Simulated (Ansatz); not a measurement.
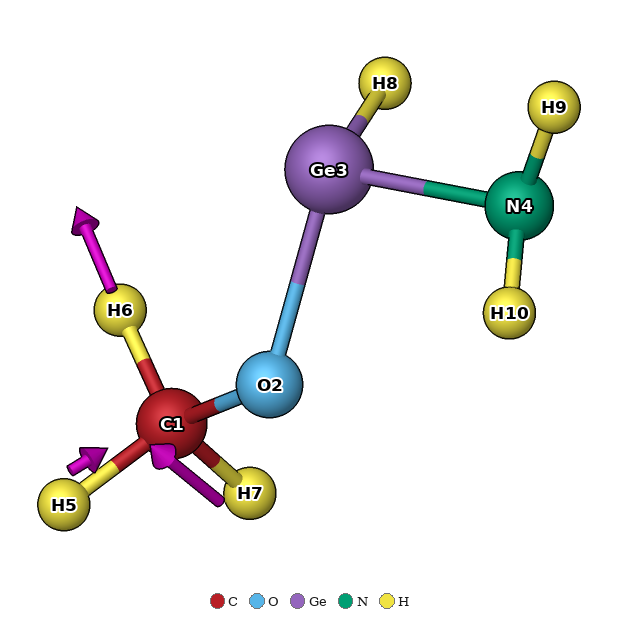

The arrows show one normal mode. Charge 0, doublet. Harmonic vibrations computed with UKS PBE0-D4/def2-TZVP (Ansatz 0.2.0) at a stationary point of the same level. It is a saddle point of order 1.

Question: What kind of motion is it?

Answer: Mostly out-of-phase stretching of 2 C–H bonds.

Question: At what wavenumber does it lie?

Answer: 3065 cm⁻¹; it is mode 21 of 24 counted from the lowest.
